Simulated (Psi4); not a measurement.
# SnH3OF (SMILES [OH][SnH2][F]): PBE0/def2-SVPD (core potential)

What is the vertical singlet–triplet gap of SnH3OF at PBE0/def2-SVPD (core potential)? 

The results are computed with Psi4 1.11.

6 further runs of the same task are left out: 6 that didn't finish. Runs told in other sessions of the task aren't counted.

### 1 The molecule

SnH3OF has 6 atoms, charge 0, and is taken as a singlet. As SMILES, `[OH][SnH2][F]`. The coordinates come from a PBE0-D4/def2-TZVP relaxation. This is one conformer, not always the lowest.

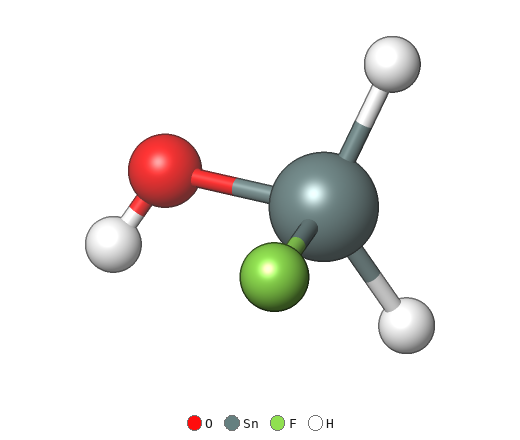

The structure, seen from a chosen angle (oxygen red, tin teal, fluorine green, hydrogen white).

### 2 The energy at PBE0/def2-SVPD (core potential)

The input, run.py:

```python
import psi4

psi4.set_memory('2200 MB')
psi4.set_num_threads(1)
psi4.core.set_output_file('run.log', False)

m = psi4.geometry("""
0 1
O     -1.414400    -0.333000    -0.425000
Sn     0.302300     0.255900     0.283700
F      1.409100    -1.315100     0.302100
H     -1.368600    -0.685700    -1.316700
H      1.096100     1.317100    -0.782100
H      0.017500     0.696700     1.891900
symmetry c1
""")

psi4.set_options({
    'basis': 'def2-SVPD',
    'reference': 'rks',
    'puream': True,
    'e_convergence': 1e-09,
    'd_convergence': 1e-08,
    'scf_type': 'pk',
    'dft_radial_points': 99,
    'dft_spherical_points': 590,
})

E, wfn = psi4.energy('pbe0', return_wfn=True)
psi4.oeprop(wfn, 'MAYER_INDICES', 'DIPOLE', 'QUADRUPOLE', title='PBE0')
print(f'total energy {E:.8f} hartree = {E * 27.211386:.5f} eV')
```

Command:

```sh
$ python run.py
```

run.log:

```text
[...]
    !!!  WARNING: ECP capability is in beta. Please check occupations closely.  !!!
[...]
  Running in c1 symmetry.
[...]
  Nuclear repulsion =  145.590402924990826
[...]
  Multiplicity = 1
[...]
  Nalpha       = 21
  Nbeta        = 21
[...]
    Number of basis functions: 102
[...]
   @RKS iter   1:  -390.57063805924719   -1.26592e+00   8.73066e-03 DIIS/ADIIS
[...]
   @RKS iter  11:  -390.89462599816147   -6.70752e-12   6.66963e-09 DIIS
[...]
    Orbital Energies [Eh]
    ---------------------
    Doubly Occupied:
       1A    -24.734433     2A    -19.223935     3A     -5.189396
       4A     -3.524601     5A     -3.522682     6A     -3.520384
       7A     -1.162537     8A     -1.103913     9A     -1.087926
      10A     -1.085851    11A     -1.084805    12A     -1.063844
      13A     -0.981956    14A     -0.568155    15A     -0.482890
      16A     -0.420992    17A     -0.416980    18A     -0.402398
      19A     -0.368560    20A     -0.354211    21A     -0.333620
[...]
  @RKS Final Energy:  -390.89462599816147
   => Energetics <=
    Nuclear Repulsion Energy =            145.5904029249908262
    One-Electron Energy =                -911.2719693938875025
    Two-Electron Energy =                 403.7504384227393075
    DFT Exchange-Correlation Energy =     -28.9634979520041185
    Empirical Dispersion Energy =           0.0000000000000000
    VV10 Nonlocal Energy =                  0.0000000000000000
    Total Energy =                       -390.8946259981614730
[...]
 Multipole Moments:
 ------------------------------------------------------------------------------------
     Multipole            Electronic (a.u.)      Nuclear  (a.u.)        Total (a.u.)
 ------------------------------------------------------------------------------------
 L = 1.  Multiply by 2.5417464519 to convert [e a0] to [Debye]
 Dipole X            :          5.5047405           -5.5037722            0.0009682
 Dipole Y            :         16.0729393          -15.1119238            0.9610155
 Dipole Z            :          6.1129927           -6.3430160           -0.2300233
 Magnitude           :                                                    0.9881611
 L = 2.  Multiply by 1.3450342976 to convert [e a0^2] to [Debye ang]
 Quadrupole XX       :       -165.8511602          134.7253111          -31.1258491
 Quadrupole XY       :         26.6579907          -24.5166966            2.1412940
[...]
```

On the terminal:

```text
total energy -390.89462600 hartree = -10636.78455 eV
```

Wall time 14 s (1 thread of Intel Xeon 6975P-C (Granite Rapids), shared host); peak memory 0.84 GiB.

### 3 The triplet

The input, calc.dat:

```
memory 2200 MB

molecule system {
  0 3
  O
  Sn 1 R2
  F 2 R3 1 A3
  H 1 R4 2 A4 3 D4
  H 2 R5 3 A5 1 D5
  H 2 R6 5 A6 3 D6

  R2 = 1.948363
  R3 = 1.921818
  A3 = 105.29803
  R4 = 0.960012
  A4 = 114.00826
  D4 = -61.06827
  R5 = 1.700645
  A5 = 104.31635
  D5 = -117.88762
  R6 = 1.691663
  A6 = 120.78172
  D6 = 120.89324
  symmetry c1
}

set {
  basis def2-SVPD
  reference uks
  puream true
  e_convergence 1e-09
  d_convergence 1e-08
  scf_type pk
  dft_radial_points 99
  dft_spherical_points 590
  maxiter 100
}

e_tot, wfn = energy('pbe0', return_wfn=True)
oeprop(wfn, 'DIPOLE', 'QUADRUPOLE', 'WIBERG_LOWDIN_INDICES')
```

Command:

```sh
$ psi4 calc.dat calc.out -n 1
```

calc.out:

```text
[...]
    !!!  WARNING: ECP capability is in beta. Please check occupations closely.  !!!
[...]
  Running in c1 symmetry.
[...]
  Nuclear repulsion =  145.590411261386890
[...]
  Multiplicity = 3
[...]
  Nalpha       = 22
  Nbeta        = 20
[...]
    Number of basis functions: 102
[...]
   @UKS iter   1:  -390.24481624224575   -9.05202e-01   9.38695e-03 DIIS/ADIIS
[...]
   @UKS iter  27:  -390.66547240928594   -2.16005e-12   6.45413e-09 DIIS
[...]
   @S^2 Observed:                2.011266440E+00
[...]
    Orbital Energies [Eh]
    ---------------------
    Alpha Occupied:
       1A    -24.734295     2A    -19.344998     3A     -5.183752
       4A     -3.519738     5A     -3.516519     6A     -3.513277
       7A     -1.162787     8A     -1.147882     9A     -1.084400
      10A     -1.081711    11A     -1.078723    12A     -1.068573
      13A     -1.050506    14A     -0.623397    15A     -0.544018
      16A     -0.504412    17A     -0.463088    18A     -0.422736
      19A     -0.418613    20A     -0.397530    21A     -0.371342
      22A     -0.118250
    Alpha Virtual:
      23A     -0.030052    24A     -0.023859    25A      0.011313
[...]
  @UKS Final Energy:  -390.66547240928594
   => Energetics <=
    Nuclear Repulsion Energy =            145.5904112613868904
    One-Electron Energy =                -910.3100404564504515
    Two-Electron Energy =                 402.9692634251164804
    DFT Exchange-Correlation Energy =     -28.9151066393388483
    Empirical Dispersion Energy =           0.0000000000000000
    VV10 Nonlocal Energy =                  0.0000000000000000
    Total Energy =                       -390.6654724092859396
  UHF NO Occupations:
  HONO-2 :   20  A 1.9959102
  HONO-1 :   21  A 1.0000000
[...]
 Multipole Moments:
 ------------------------------------------------------------------------------------
     Multipole            Electronic (a.u.)      Nuclear  (a.u.)        Total (a.u.)
 ------------------------------------------------------------------------------------
 L = 1.  Multiply by 2.5417464519 to convert [e a0] to [Debye]
 Dipole X            :         -0.8488274            1.0181851            0.1693577
 Dipole Y            :         13.5122762          -12.6649715            0.8473047
 Dipole Z            :         11.3751047          -11.7242202           -0.3491155
 Magnitude           :                                                    0.9319276
 L = 2.  Multiply by 1.3450342976 to convert [e a0^2] to [Debye ang]
 Quadrupole XX       :        -45.4693270           17.5629338          -27.9063932
 Quadrupole XY       :          1.0218869           -0.7934858            0.2284010
[...]
```

Run time: 40 s. Hardware: 1 thread of Intel Xeon 6975P-C (Granite Rapids), shared host; peak memory 0.86 GiB.

### 4 Outcome

Level: PBE0/def2-SVPD (core potential).

| quantity | value |
| --- | --- |
| singlet: total energy | -390.89463 Eh |
| singlet: dipole moment | 2.51 D |
| singlet: HOMO energy | -9.08 eV |
| singlet: LUMO energy | -0.71 eV |
| singlet: HOMO–LUMO gap | 8.37 eV |
| triplet: total energy | -390.66547 Eh |
| triplet: dipole moment | 2.37 D |
| triplet: HOMO energy (highest over α and β) | -3.22 eV |
| triplet: ⟨S²⟩ | 2.011 |
| vertical energy of the triplet above the singlet | 6.236 eV |

In words: At this shape the triplet lies 6.24 eV (144 kcal/mol) above the singlet.
